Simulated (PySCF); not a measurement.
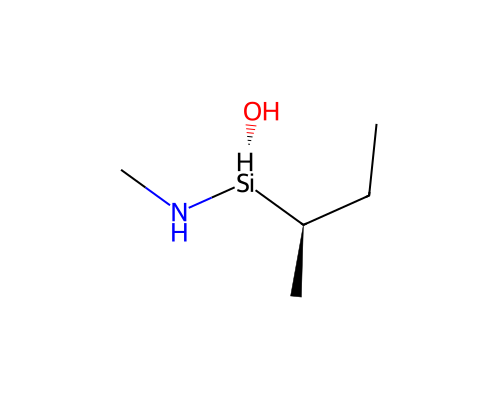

Structural formula above. The computed structure is the end point of a PBE0-D3(BJ)/def2-SVP optimisation. No frequency run is at hand to confirm it as a minimum.

What does the molecule look like in three dimensions?

Formula C5H15NOSi. As SMILES it reads `CC[C@@H](C)[Si@@H](O)NC`. It has no ring. Among its groups: Si–H bond, Si–O bond, Si–N bond. This geometry has C1 symmetry. Coordination, clear cases only: 5 C tetrahedral; 1 Si tetrahedral; 1 O bent.

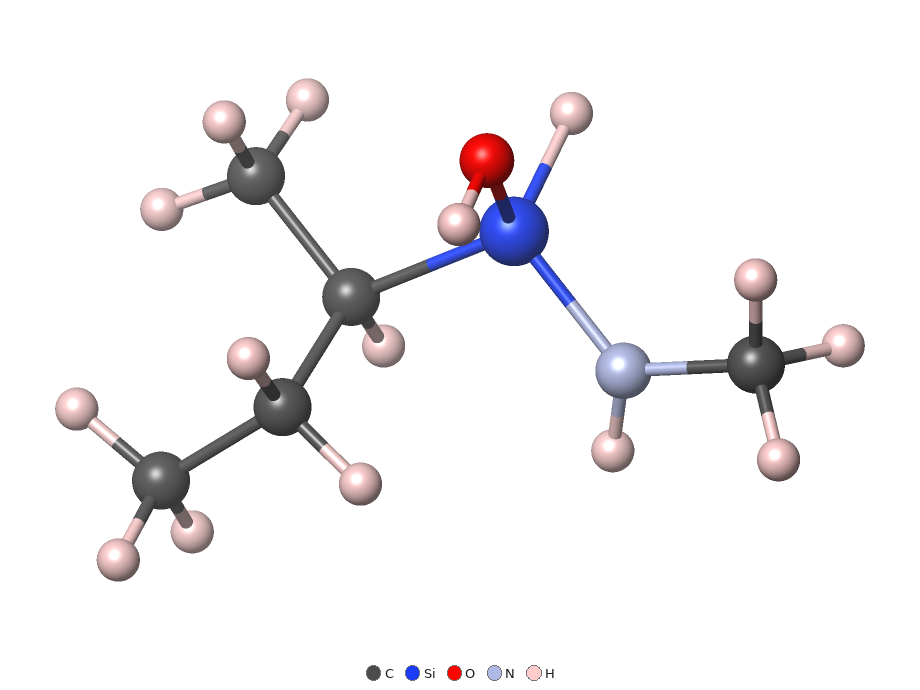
